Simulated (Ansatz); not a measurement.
HfSiN$_{2}$H$_{9}$SOF: several calculations on one system

**1. Relaxation**

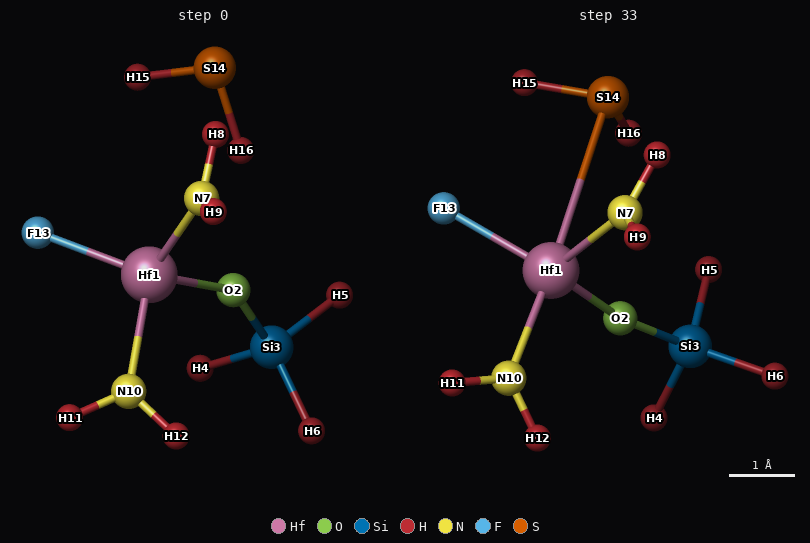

The structure of HfSiN2H9SOF before (left) and after (right) a relaxation, at one scale.

Style: ball-and-stick. Shown from a free direction.

The run prepares an end point of a later path (reaction) calculation, from a guessed geometry.

All numbers below come from RKS PBE/def2-SVP in Ansatz 0.2.0. Set-up: no spin polarisation; force threshold 0.03 eV/Å; at most 50 steps.

**Describe what moved and what it gained.**

H6 moves most after the best rigid fit: 1.25 Å. Largest moves by element: H 1.25 Å, O 0.52 Å, S 0.51 Å, N 0.44 Å, F 0.39 Å, Si 0.22 Å. Some distances before and after: Hf1–S14 3.746 → 3.162 Å, Hf1–H16 3.128 → 3.587 Å, Hf1–O2 2.045 → 1.989 Å, S14–H16 1.388 → 1.363 Å. Among the angles between lasting bonds that change: Hf1–O2–Si3 151.1° → 170.7°, O2–Hf1–F13 111.6° → 119.1°, O2–Hf1–N10 109.2° → 103.3°. The energy falls by 14.6 kJ/mol in 31 accepted moves (33 points after the start). The largest force component goes from 0.79 to 0.025 eV/Å. The line search rejected the trial steps at points 4, 14 of the run. The forces were under the threshold at step 28, but the run went on from there.

Limits of the set-up: the start holds two separate molecules, 2.2 Å apart at their closest, whose relative position is a soft coordinate and is computed without a dispersion correction.

**2. Relaxation**

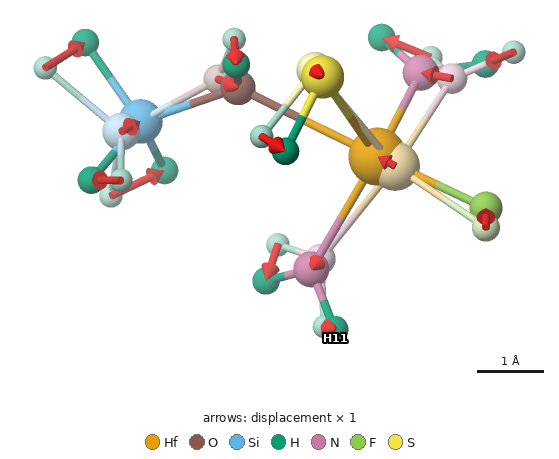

This is a relaxation of HfSiN₂H₉SOF. The starting structure is drawn faded, the final one solid; red arrows show the displacements, at their true length. The two geometries are superimposed by the best rigid fit.

Style: ball-and-stick. Shown face on.

The run prepares an end point of a later path (reaction) calculation, from a guessed geometry.

These are results of RKS PBE/def2-SVP (Ansatz), not measurements. (no spin polarisation; force threshold 0.03 eV/Å; at most 50 steps)

### Which element moves most?

Hydrogen: up to 1.00 Å, against 0.73 Å for oxygen.

### What did the optimiser do to the structure, and how much energy did it gain?

The energy falls by 6.95 kcal/mol in 17 accepted moves (18 points after the start). The largest force component goes from 0.46 to 0.026 eV/Å. The line search rejected the trial step at point 4 of the run. The largest move after the best rigid fit is that of an H atom, 1.00 Å. By element the largest moves are H 1.00 Å, O 0.73 Å, N 0.55 Å, F 0.52 Å, Si 0.46 Å, S 0.40 Å. Among the contacts that change: Hf–O 3.266 → 2.430 Å, H–Hf 3.162 → 2.585 Å, Hf–S 2.542 → 2.579 Å, Hf–N 2.038 → 2.058 Å. New bonds form, among them: Hf–O (3.27 → 2.43 Å). Bond angles that change, for instance: N–Hf–S 104.1° → 113.4°, Hf–N–H 128.0° → 119.5°, Hf–N–H 123.1° → 131.2°. Groups turn about Hf–N by about 25°.

Limits of the set-up: the start holds two separate molecules, 2.6 Å apart at their closest, whose relative position is a soft coordinate and is computed without a dispersion correction.

**3. Path**

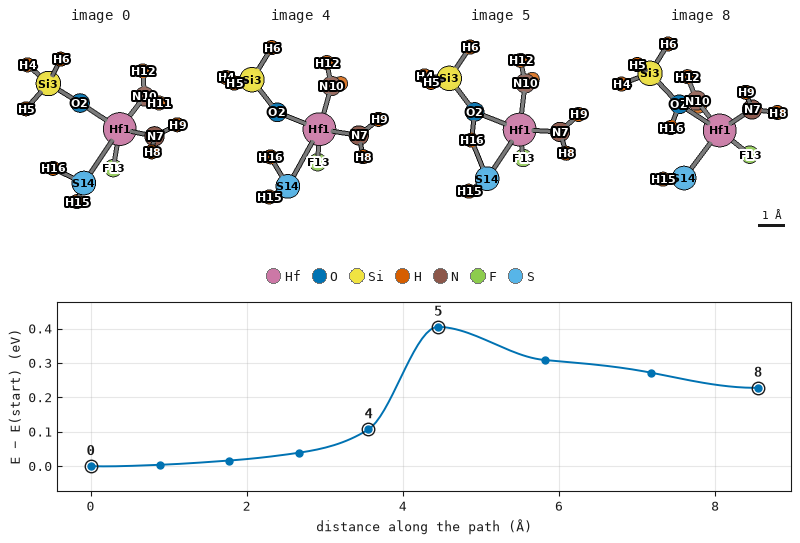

A search for the minimum-energy path of HfSiN$_{2}$H$_{9}$SOF by the nudged elastic band. Images are numbered from 0 (start) to 8 (end). The picture is a ball-and-stick view, seen at a tilt.

Theory: RKS PBE/def2-SVP in Ansatz. Settings: 7 movable images; climbing image; force threshold 0.05 eV/Å; iteration limit 60; starting path through a guess of the saddle point.

Q: What happens along the path, and what is the barrier?

A: A hydrogen atom shifts from one atom to another. Breaking: S14–H16 (1.36 → 1.66 at the top → 2.20 Å). Forming: O2–H16 (3.08 → 1.22 at the top → 1.01 Å). The highest point, image 5, lies 0.41 eV above the start and 0.18 eV above the end; the end is at +0.23 eV relative to the start. The band converged in 19 iterations. The largest component of the band force went from 19 to 0.036 eV/Å. The climbing image converged on the top of the path. Its vibrational analysis gives one imaginary mode (496i cm⁻¹), as a transition state must have.

Cost: 6.8 min on 4 threads of Intel(R) Xeon(R) Platinum 8259CL CPU @ 2.50GHz (Skylake/Cascade Lake), with other jobs on the host, peak memory 0.29 GiB.
